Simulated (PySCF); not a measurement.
# r2SCAN/cc-pVDZ run of CH5GaO (SMILES C[O][GaH2])

Aim: the energy change on altering one bond length of CH5GaO at r2SCAN/cc-pVDZ, from 2 runs. Input form: a Python script.

The results are computed with PySCF 2.14.0.

3 further runs of the same task are left out: 3 set aside as unsound or not needed.

### 1 The structure to begin with

CH5GaO: 8 atoms, total charge 0, spin state singlet. SMILES: `C[O][GaH2]`. The coordinates come from a PBE0-D4/def2-TZVP relaxation.

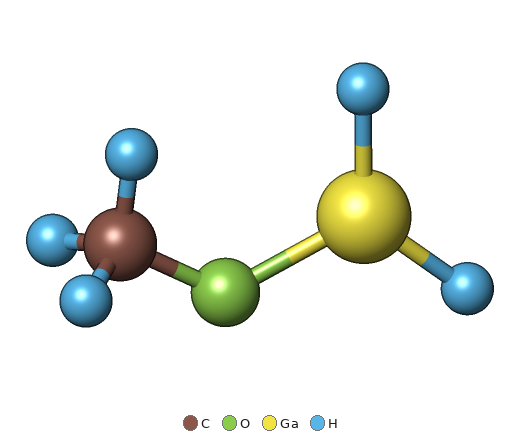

Viewed from a chosen angle; carbon brown, oxygen green, gallium yellow, hydrogen blue.

### 2 The energy at r2SCAN/cc-pVDZ

start.xyz reads:

```xyz
8
CH5GaO
C     -0.616800     0.972600    -0.422900
O     -0.705300    -0.273500     0.213500
Ga     0.703200    -1.302000     0.579300
H     -1.200200     0.962000    -1.350600
H      0.414200     1.256200    -0.676600
H     -1.030600     1.754200     0.224300
H      2.093900    -0.732800     0.142900
H      0.341700    -2.636700     1.290100
```

run.py reads:

```python
from pyscf import gto, dft

molecule = gto.M(
    atom='start.xyz',
    max_memory=1860,
    verbose=3,
    spin=0,
    basis='cc-pvdz',
)

mf = dft.RKS(molecule)
mf.xc = 'r2scan'
mf.conv_tol = 1e-10
mf.grids.level = 5
mf.kernel()
if not mf.converged:
    mf = mf.newton().run(mf.mo_coeff, mf.mo_occ)

e_tot = mf.e_tot
print('E = %.10f Eh' % e_tot)
```

The run is started by

```
OMP_NUM_THREADS=1 python run.py
```

The program printed:

```text
converged SCF energy = -2041.07658928569
E = -2041.0765892857 Eh
```

It took 19 s on 1 thread of Intel Xeon Platinum 8375C at 2.90GHz (Ice Lake), shared host; peak memory 0.45 GiB.

### 3 The distorted shape, same level

input.py reads:

```python
from pyscf import gto, dft

mol = gto.M(
    atom='''
C       -0.441795       0.975780      -0.144614
O       -0.530295      -0.270320       0.491786
Ga       0.878205      -1.298820       0.857586
H       -1.200200       0.962000      -1.350600
H        0.589205       1.259380      -0.398314
H       -0.855595       1.757380       0.502586
H        2.268905      -0.729620       0.421186
H        0.516705      -2.633520       1.568386
''',
    verbose=4,
    basis='cc-pvdz',
    charge=0,
    spin=0,
    max_memory=1860,
)

calc0 = dft.RKS(mol, xc='r2scan')
calc0.grids.level = 5
calc0.conv_tol = 1e-10
calc0.kernel()
if not calc0.converged:
    calc0 = calc0.newton().run(calc0.mo_coeff, calc0.mo_occ)

e_final = calc0.e_tot
print('E = %.10f Eh' % e_final)
```

The run is started by

```
OMP_NUM_THREADS=1 python input.py
```

The program printed:

```text
PySCF version 2.14.0

[INPUT] num. atoms = 8
[INPUT] num. electrons = 50
[INPUT] charge = 0
[INPUT] spin (= nelec alpha-beta = 2S) = 0
[INPUT] symmetry False subgroup None
[INPUT] Mole.unit = angstrom
[INPUT] Symbol           X                Y                Z      unit          X                Y                Z       unit  Magmom
[INPUT]  1 C     -0.441795000000   0.975780000000  -0.144614000000 AA   -0.834871553202   1.843956957828  -0.273280853778 Bohr   0.0
[INPUT]  2 O     -0.530295000000  -0.270320000000   0.491786000000 AA   -1.002112315226  -0.510830765992   0.929340851895 Bohr   0.0
[INPUT]  3 Ga     0.878205000000  -1.298820000000   0.857586000000 AA    1.659566931224  -2.454414085108   1.620602668261 Bohr   0.0
[INPUT]  4 H     -1.200200000000   0.962000000000  -1.350600000000 AA   -2.268049294703   1.817916531832  -2.552264103838 Bohr   0.0
[INPUT]  5 H      0.589205000000   1.259380000000  -0.398314000000 AA    1.113436081224   2.379883286755  -0.752704371580 Bohr   0.0
[INPUT]  6 H     -0.855595000000   1.757380000000   0.502586000000 AA   -1.616840223547   3.320966896788   0.949749894041 Bohr   0.0
[INPUT]  7 H      2.268905000000  -0.729620000000   0.421186000000 AA    4.287609052656  -1.378781975005   0.795926187501 Bohr   0.0
[INPUT]  8 H      0.516705000000  -2.633520000000   1.568386000000 AA    0.976430937193  -4.976631543565   2.963819997602 Bohr   0.0

nuclear repulsion = 182.952492273601
number of shells = 31
number of NR pGTOs = 164
number of NR cGTOs = 80
basis = cc-pvdz
ecp = {}

******** <class 'pyscf.dft.rks.RKS'> ********
method = RKS
initial guess = minao
damping factor = 0
level_shift factor = 0
DIIS = <class 'pyscf.scf.diis.CDIIS'>
diis_start_cycle = 1
diis_space = 8
diis_damp = 0
SCF conv_tol = 1e-10
SCF conv_tol_grad = None
SCF max_cycles = 50
direct_scf = True
direct_scf_tol = 1e-13
XC library pyscf.dft.libxc version 7.0.0
    S. Lehtola, C. Steigemann, M. J.T. Oliveira, and M. A.L. Marques.,  SoftwareX 7, 1–5 (2018)
XC functionals = r2scan
    J. W. Furness, A. D. Kaplan, J. Ning, J. P. Perdew, and J. Sun.,  J. Phys. Chem. Lett. 11, 8208-8215 (2020)
    J. W. Furness, A. D. Kaplan, J. Ning, J. P. Perdew, and J. Sun.,  J. Phys. Chem. Lett. 11, 9248-9248 (2020)
    J. W. Furness, A. D. Kaplan, J. Ning, J. P. Perdew, and J. Sun.,  J. Phys. Chem. Lett. 11, 8208-8215 (2020)
    J. W. Furness, A. D. Kaplan, J. Ning, J. P. Perdew, and J. Sun.,  J. Phys. Chem. Lett. 11, 9248-9248 (2020)
radial grids:
    Treutler-Ahlrichs [JCP 102, 346 (1995); DOI:10.1063/1.469408] (M4) radial grids

becke partition: Becke, JCP 88, 2547 (1988); DOI:10.1063/1.454033
pruning grids: <function nwchem_prune>
grids dens level: 5
symmetrized grids: False
atomic radii adjust function: <function treutler_atomic_radii_adjust>
small_rho_cutoff = 0
Set gradient conv threshold to 1e-05
Initial guess from minao.
tot grids = 248936
init E= -2040.51664820121
  HOMO = -0.324763717906621  LUMO = -0.0888514951388055  gap/eV = 6.41950
cycle= 1 E= -2040.91783362334  delta_E= -0.401  |g|= 0.776  |ddm|= 2.24
  HOMO = -0.0812627661149028  LUMO = -0.00968673963250888  gap/eV = 1.94768
cycle= 2 E= -2039.50002637044  delta_E= 1.42  |g|= 2.41  |ddm|= 2.41
  HOMO = -0.259049719460591  LUMO = -0.0563064259683719  gap/eV = 5.51693
cycle= 3 E= -2041.03522004631  delta_E= -1.54  |g|= 0.15  |ddm|= 2.11
  HOMO = -0.230336368438066  LUMO = -0.060848154050344  gap/eV = 4.61201
cycle= 4 E= -2041.04231388952  delta_E= -0.00709  |g|= 0.063  |ddm|= 0.259
  HOMO = -0.237564496015289  LUMO = -0.064923359598017  gap/eV = 4.69780
cycle= 5 E= -2041.04332294715  delta_E= -0.00101  |g|= 0.0166  |ddm|= 0.0712
  HOMO = -0.23751097212849  LUMO = -0.0631936770557799  gap/eV = 4.74342
cycle= 6 E= -2041.04339644053  delta_E= -7.35e-05  |g|= 0.00615  |ddm|= 0.0199
  HOMO = -0.237888392416691  LUMO = -0.0629901087143243  gap/eV = 4.75922
cycle= 7 E= -2041.04340757281  delta_E= -1.11e-05  |g|= 0.00153  |ddm|= 0.00586
  HOMO = -0.238010137879647  LUMO = -0.0631237585440219  gap/eV = 4.75890
cycle= 8 E= -2041.04340807587  delta_E= -5.03e-07  |g|= 0.000184  |ddm|= 0.00142
  HOMO = -0.238036021694153  LUMO = -0.0631253537242946  gap/eV = 4.75956
cycle= 9 E= -2041.04340808695  delta_E= -1.11e-08  |g|= 4.32e-05  |ddm|= 0.000273
  HOMO = -0.238038338926418  LUMO = -0.0631276993532044  gap/eV = 4.75956
cycle= 10 E= -2041.04340808759  delta_E= -6.38e-10  |g|= 7.8e-06  |ddm|= 5.5e-05
  HOMO = -0.238038010146606  LUMO = -0.0631265890367794  gap/eV = 4.75958
cycle= 11 E= -2041.04340808762  delta_E= -3.32e-11  |g|= 1.41e-06  |ddm|= 9.77e-06
  HOMO = -0.238037679282824  LUMO = -0.0631265370475926  gap/eV = 4.75957
Extra cycle  E= -2041.04340808762  delta_E= 2.73e-12  |g|= 2.36e-06  |ddm|= 4.05e-06
converged SCF energy = -2041.04340808762
E = -2041.0434080876 Eh
```

It took 23 s on 1 thread of Intel Xeon Platinum 8375C at 2.90GHz (Ice Lake), shared host; peak memory 0.45 GiB.

### 4 Outcome

Level: r2SCAN/cc-pVDZ.

| quantity | value |
| --- | --- |
| first shape: total energy | -2041.07659 Eh |
| first shape: dipole moment | 1.05 D |
| first shape: HOMO energy | -6.55 eV |
| first shape: LUMO energy | -1.60 eV |
| first shape: HOMO–LUMO gap | 4.95 eV |
| distorted shape: total energy | -2041.04341 Eh |
| distorted shape: dipole moment | 1.27 D |
| distorted shape: HOMO energy | -6.48 eV |
| distorted shape: LUMO energy | -1.72 eV |
| distorted shape: HOMO–LUMO gap | 4.76 eV |
| energy change with the C1–H4 bond stretched from 1.096 to 1.425 Å | 0.903 eV |

**Reading.** With the C1–H4 bond stretched from 1.096 to 1.425 Å the energy rises by 0.90 eV (20.8 kcal/mol). The first shape isn't relaxed at this level, so the change isn't measured from a minimum. Mulliken charges (first shape) run from -0.48 on O2 to +0.45 on Ga3. Mulliken charges (distorted shape) run from -0.46 on O2 to +0.46 on Ga3; they depend strongly on the basis.
